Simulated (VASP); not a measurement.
Band structure of MnO (space group R3m). Method: PBE GGA, VASP's PBE PAW potentials (set 64) (plane waves; VASP).

The moments were started parallel, and other spin orders were not tried in this run.

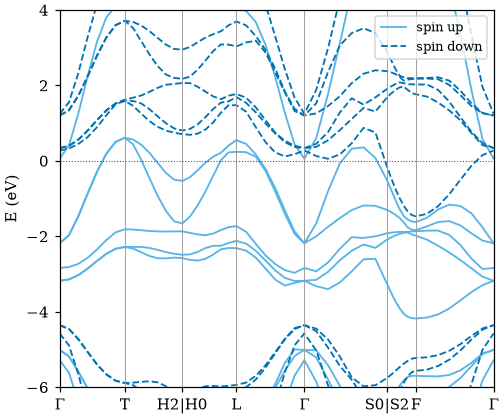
*Bands along high-symmetry lines, zero at the valence-band maximum or, without a gap, the Fermi level*

**Question.** Read the plot: is there a gap, and where are the band edges?

**Answer.** It has no gap at this level: it comes out as a metal or semimetal.

The structure was generated: MnO was put into an ordered model structure, which need not be its known phase. The cell was not relaxed at this level.
